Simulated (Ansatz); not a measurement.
# A hypothetical structure for Hf4MgRu, part 2 of 2

This structure for Hf4MgRu is made up. Its elements were placed in a known structure type with a cell scaled to their sizes. What cell does the guess relax to, and how far off was it?

Ansatz 0.2.0; DFT, r2SCAN, plane-wave PAW, files of the set soft_1, scalar-relativistic, no spin, cell and ions relaxed at zero pressure; PAW set soft_1 (the session's first sound run).

So far: Starting point; Relaxation of the guess.

### 2. Relaxation of the guess (continued)

The steps of the relaxation:

```csv
step,energy less that of the first step (eV),largest force component (eV/Å),pressure (GPa),volume (Å³)
1,0.0000,0.1564,-1.41,122.57
2,0.0903,0.4050,3.59,117.08
3,-0.0311,0.0232,-0.14,121.04
4,-0.0316,0.0009,0.02,120.84
5*,-0.0313,0.0008,0.01,120.84
```

Relaxation steps marked * repeat the geometry before them on a plane-wave basis chosen anew for their cell, so energy and pressure can jump there. Relaxation step 2 was tried and not accepted.

The run keeps the 8 symmetry operations that it works with, so distortions that break them were not tested.

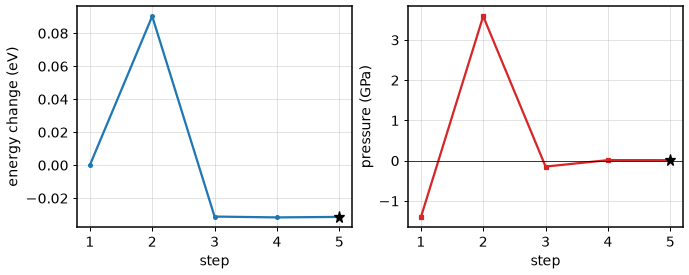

Energy and pressure along the relaxation. Stars mark steps on a basis chosen anew.

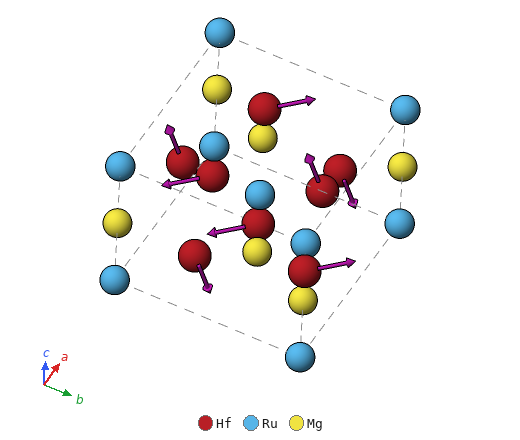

Displacements in the relaxation, exaggerated, measured against the changing cell; the longest in the cell stands for 0.03 Å. Some periodic images of atoms are drawn too.

```csv
"conventional cell, symmetrised",before,after,change
a (Å),6.764,6.697,-1.0 %
b (Å),6.764,6.697,-1.0 %
c (Å),5.358,5.389,+0.6 %
volume (Å³/atom),20.43,20.14,-1.4 %
```

The atoms that moved most (Å, as changes of fractional coordinates times the final cell):

```csv
atom,dx,dy,dz,length
Hf1,0.022,-0.022,0.000,0.030
Hf2,-0.022,0.022,0.000,0.030
Hf4,-0.022,-0.022,0.000,0.030
Hf3,0.022,0.022,0.000,0.030
```

This step gave:

```
free energy             : -70751.9239 eV
energy at zero smearing : -70751.8925 eV
smearing term TS        : 0.06281 eV
Fermi energy            : 16.73 eV
electrons               : 130
symmetry operations     : 8
pressure                : 0.01427 GPa
```

The shortest distance of each pair, which need not be the same contact before and after:

```csv
pair,guess (Å),relaxed (Å)
Mg–Ru,2.679,2.694
Hf–Mg,2.863,2.854
Hf–Ru,2.863,2.854
Hf–Hf,3.128,3.036
Ru–Ru,5.358,5.389
```

The relaxation ends with a largest force component of 7.8e-4 eV/Å and a pressure of 0.01 GPa.

### 3. Electronic structure of the relaxed cell

A second self-consistent run takes a narrower smearing and the mesh shown in its input; the bands follow along the standard path of the relaxed lattice.

This step: DFT, r2SCAN, plane-wave PAW, files of the set soft_1, scalar-relativistic, no spin, bands and density of states at the relaxed cell; PAW set soft_1 (Ansatz 0.2.0).

File input.yaml:

```yaml
crystal:
  lattice:
    - [-3.3484412985, 3.3484412985, 2.6944616028]
    - [3.3484412985, -3.3484412985, 2.6944616028]
    - [3.3484412985, 3.3484412985, -2.6944616028]
  atoms:
    - { symbol: Hf, position: [0.9102830654, 0.0897169346, 0.5] }
    - { symbol: Hf, position: [0.5897169346, 0.4102830654, 0.5] }
    - { symbol: Hf, position: [0.0897169346, 0.5897169346, 0.1794338693] }
    - { symbol: Hf, position: [0.4102830654, 0.9102830654, 0.8205661307] }
    - { symbol: Ru, position: [0.0, 0.0, 0.0] }
    - { symbol: Mg, position: [0.5, 0.5, 0.0] }
kpoints:
  mp_grid: { grid: [8, 8, 8] }
  band_path:
    path:
      - [[0.0, 0.0, 0.0], [0.0, 0.0, 0.5], [-0.5, 0.5, 0.5], [0.0, 0.0, 0.0], [0.41188202, 0.41188202, -0.41188202], [0.25, 0.25, 0.25], [0.0, 0.5, 0.0], [-0.41188202, 0.58811798, 0.41188202], [-0.5, 0.5, 0.5]]
      - [[0.0, 0.0, 0.5], [0.25, 0.25, 0.25]]
    npoints: 8
scf:
  occupations: { method: fermi_dirac, width: 0.03 }
  n_extra_bands: 10
hamiltonian:
  xc: r2scan
  pseudopotentials: { kind: paw, azcp: { folder: soft_1 } }
output:
  forces: true
  stress: true
  write_bands: true
  dos: { projected: true }
  write_density: true
  write_potential: true
  elf: true
  volumetric_format: npy
```

The run is started by

```console
ansatz run input.yaml --threads 4 --pin off --max-ram 10240MiB --backend cpu --events-out ev --progress --plain --runs-dir out
```

Numbers of over 12 decimals in the logs are rounded to 6 here.

What it wrote:

```text
[...]
Crystal: 6 atoms, lattice volume = 120.842 Å³
Basis set: ecut = 500 eV, 3049 PW (Γ), exchange–correlation on 160×160×160 points (64 copies of the dense FFT grid, shifted against one another)
Bands: 75, of which v1, the nominal top of the filled ones, is band 65 counted from 1 (64 counted from 0)
Symmetry: 8 space group operations
[...]
k-points: 59 of 512 (time reversal used)
[...]
SCF iter   1: F=—  HF=-70765.618292 eV  |F-HF|=—  |Δ(HF+E_count)|=         —  Δρ=2.21e-1  dr2=1.42e2  dr2_τ=4.58e0  ethr=3.10e-3  ⟨swp⟩=5.9  Hψ=13337  notcnv=0
[...]
SCF iter  11: F=-70751.900616 eV  HF=-70751.900616 eV  |F-HF|=1.29e-8  |Δ(HF+E_count)|=   1.22e-7  Δρ=5.39e-6  dr2=3.95e-8  dr2_τ=3.13e-9  ethr=7.69e-11  ⟨swp⟩=16.8  Hψ=42542  notcnv=0
SCF 1 converged in 11 iterations: F = -70751.900616 eV  dr2 = 3.95e-8
  Residual-converged pass: ⟨swp⟩=1.0  Hψ=4715  notcnv=0  max |occ|·‖R‖ = 7.1e-9 eV (tolerance 1.0e-8 eV)  dr2=3.95e-8  dr2_τ=3.13e-9  dr2_onsite=9.12e-9  max |Δocc| = 1.5e-12
[...]
NSCF: frozen V_eff on 74 k-points
SCF converged after 11 iterations
Free energy (F): -70751.900616 eV
[...]
Internal energy: -70751.877502 eV  (E = F + TS)
E sigma→0 (E₀):  -70751.889059 eV
Entropy (-TS):   -0.023115 eV (-3.852 meV/atom)
Fermi energy:    16.726965 eV
[...]
--- Forces (eV/Å), atoms counted from 1 ---
  atom   1  Hf    -0.00975140     0.00975140     0.00000000
  atom   2  Hf     0.00975140    -0.00975140     0.00000000
  atom   3  Hf    -0.00975140    -0.00975140    -0.00000000
  atom   4  Hf     0.00975140     0.00975140    -0.00000000
  atom   5  Ru    -0.00000000     0.00000000     0.00000000
  atom   6  Mg     0.00000000     0.00000000     0.00000000
  max |Σ_I F_I| component: 3.64e-17 eV/Å
--- Stress (GPa, compression-positive) ---
       -0.038068       0.000000       0.000000
        0.000000      -0.038068      -0.000000
        0.000000      -0.000000      -0.089101
  P = ⅓ Tr σ = -0.0551 GPa (-0.551 kbar)
--- Band table (eV; the first three rows and the last of 59) ---
  k-point 0: bands = [... 61 lower, 16.0173, 16.3844, 16.3844, 16.7551, 16.8424, 17.3131, 17.3131, 17.4233, ... 6 higher]
  k-point 1: bands = [... 61 lower, 16.1778, 16.4289, 16.5096, 16.7353, 16.8494, 17.1252, 17.2767, 17.4799, ... 6 higher]
  k-point 2: bands = [... 61 lower, 16.1678, 16.4619, 16.5322, 16.5744, 16.9126, 16.9903, 17.2898, 17.4561, ... 6 higher]
  k-point 58: bands = [... 61 lower, 15.4931, 16.2369, 16.3637, 16.3637, 17.1771, 17.3824, 17.4893, 17.5900, ... 6 higher]
```

Run time: 33 s. Hardware: 4 threads of INTEL XEON PLATINUM 8581C at 2.10GHz (Emerald Rapids), shared host; peak memory 1.3 GiB; 2.1 min of CPU time.

In the SCF lines HF is the Harris–Foulkes energy and dr2 the Hartree energy of the density residual, in eV; the loop may stop once dr2 is under the threshold and the program's other checks hold. Hψ counts applications of the Hamiltonian.

This step gave:

* free energy: -70751.9006 eV
* energy at zero smearing: -70751.8891 eV
* smearing term TS: 0.02311 eV
* pressure: -0.05508 GPa

From bands.tsv, the bands that come nearest the Fermi level along the path, at its corners, in eV from the Fermi level:

```tsv
point	band 62	band 63	band 64	band 65	band 66	band 67	band 68	band 69
Γ	-0.71	-0.34	-0.34	0.03	0.12	0.59	0.59	0.70
X	-0.87	-0.72	-0.41	-0.32	0.02	0.48	0.67	0.76
M	-1.23	-0.49	-0.36	-0.36	0.45	0.66	0.76	0.86
Γ	-0.71	-0.34	-0.34	0.03	0.12	0.59	0.59	0.70
Z	-1.37	-0.60	-0.34	-0.23	0.21	0.74	1.03	1.27
P	-0.21	-0.17	-0.17	0.27	0.36	0.36	0.44	1.25
N	-0.96	-0.46	-0.33	0.05	0.35	0.52	0.86	1.17
Z1	-1.37	-0.60	-0.34	-0.23	0.21	0.74	1.03	1.27
M	-1.23	-0.49	-0.36	-0.36	0.45	0.66	0.76	0.86
X	-0.87	-0.72	-0.41	-0.32	0.02	0.48	0.67	0.76
P	-0.21	-0.17	-0.17	0.27	0.36	0.36	0.44	1.25
```

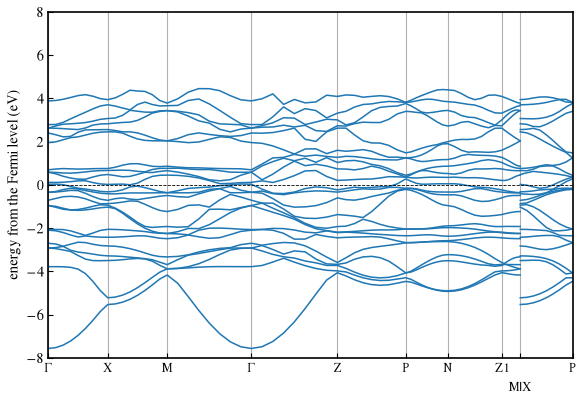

Bands along the path. 52 bands lie wholly below the window drawn.

States per cell as run, both spins, in windows of 1 eV, from dos.tsv (zero at the Fermi level):

| from | to | total |
| --- | --- | --- |
| -8 | -7 | 0.12 |
| -7 | -6 | 0.54 |
| -6 | -5 | 1.00 |
| -5 | -4 | 1.67 |
| -4 | -3 | 4.93 |
| -3 | -2 | 6.40 |
| -2 | -1 | 3.92 |
| -1 | 0 | 7.53 |
| 0 | 1 | 6.22 |
| 1 | 2 | 3.28 |
| 2 | 3 | 4.55 |

A further 104.0 states lie below the table's range.

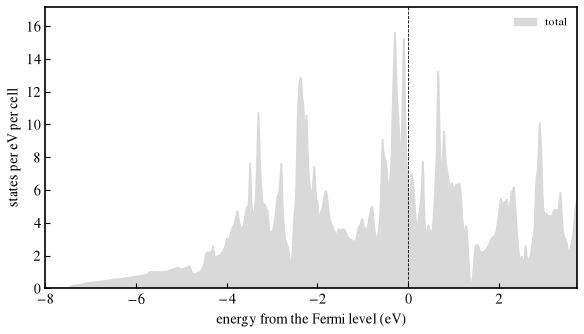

Total density of states, smoothed over about 0.04 eV.

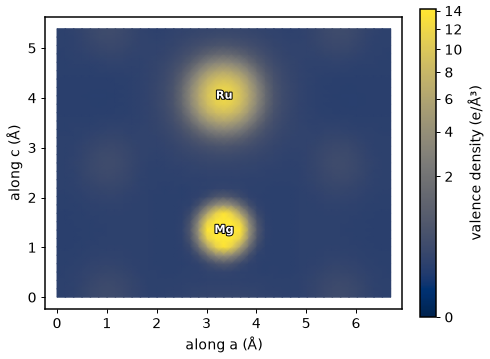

Valence density in the ac plane of the conventional cell at fractional y = 0.000, with atoms of Ru and Mg within 0.2 Å of it. It is the smooth field of the valence electrons, not physical close to the nuclei. The map starts off the cell's origin, so that atoms lie inside it. The colour scale is stretched toward low values.

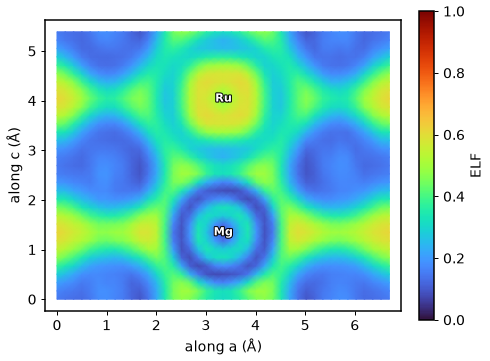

ELF in the ac plane of the conventional cell at fractional y = 0.000, with atoms of Ru and Mg within 0.2 Å of it. It is the smooth field of the valence electrons, not physical close to the nuclei. The map starts off the cell's origin, so that atoms lie inside it.

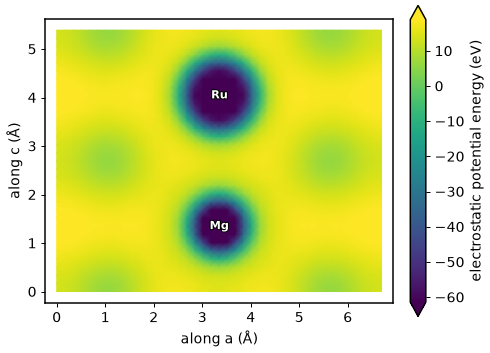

Electrostatic potential energy in the ac plane of the conventional cell at fractional y = 0.000, with atoms of Ru and Mg within 0.2 Å of it. With pseudopotentials it is smooth inside the atoms' cores, unlike the true potential. The map starts off the cell's origin, so that atoms lie inside it.

### 4. Summary of results

```json
{"space group, relaxed": "I422", "conventional cell": "a = 6.697, b = 6.697, c = 5.389 Å; α = 90.0°, β = 90.0°, γ = 90.0°", "volume per atom": "20.14 Å³ (guess 20.43)"}
```

What this shows: Hf4MgRu relaxes to I422 with a = 6.697, b = 6.697 and c = 5.389 Å. The guessed volume was near the relaxed one. The space group I422 was held in the relaxation, so the end point is a stationary structure within it and may be a saddle against distortions or other arrangements. Bands cross the Fermi level, so it is a metal or semimetal at this level. On the 8×8×8 mesh with the narrower smearing (relaxed on 6×6×6) the largest force component is 0.010 eV/Å and the largest stress component is 0.089 GPa, against the relaxation's thresholds of 0.015 eV/Å and 0.05 GPa. The cutoff wasn't tested. Spin-orbit coupling is left out, which can matter for elements this heavy. No dispersion term is used, so weakly bound directions may come out too long. The runs have no spin, and magnetism wasn't tested. Nothing here tests whether the compound is stable against decomposition.

[Logs are printed without paths, hosts, clocks, repeated set-up lines and the standing remarks that a program may print on its own settings, such as how far it seeks lower states.]

[Hosts, paths, dates, database ids (printed as entryN), source tags and the programs' standing remarks are cut or masked in the printed files.]
